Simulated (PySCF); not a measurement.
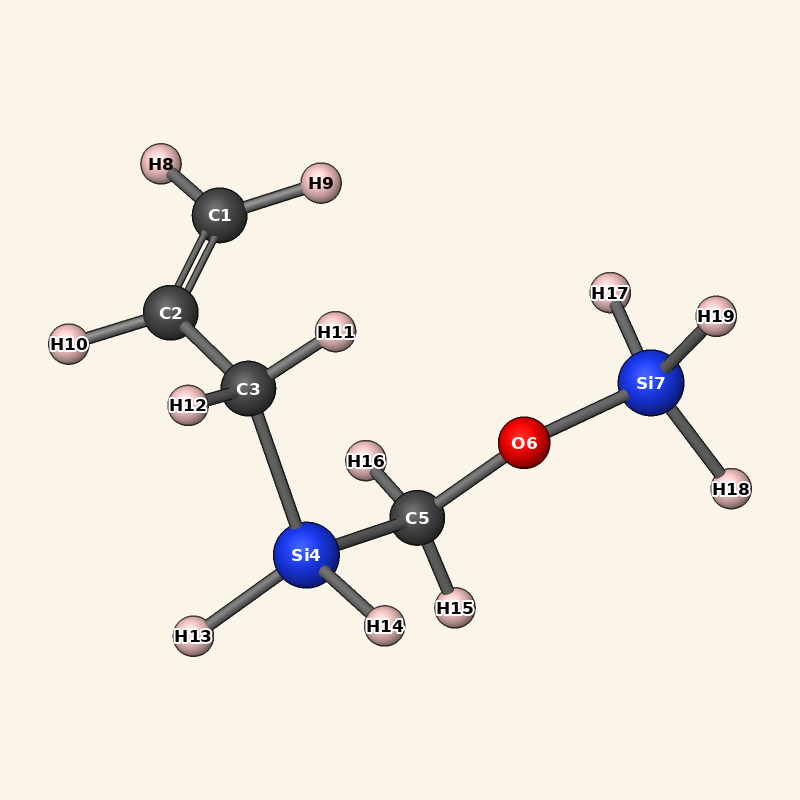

The questions are on isotropic NMR shieldings of the H atoms. The computed structure is the end point of a GFN2-xTB optimisation. No frequency run is at hand to confirm it as a minimum. Method: GIAO PBE0/pcSseg-1 NMR shielding, non-relativistic, gas phase (PySCF 2.14.0).

List the isotropic NMR shieldings of the H atoms.

```csv
atom,σ (ppm)
H8,26.39
H9,26.27
H10,25.59
H11,29.45
H12,29.94
H13,27.75
H14,27.50
H15,28.14
H16,27.82
H17,26.84
H18,26.84
H19,26.82
```

The geometry is semi-empirical. Around Si such bond lengths and angles can be off by a tenth of an ångström or more and by several degrees, and values that hang on the shape move with them.
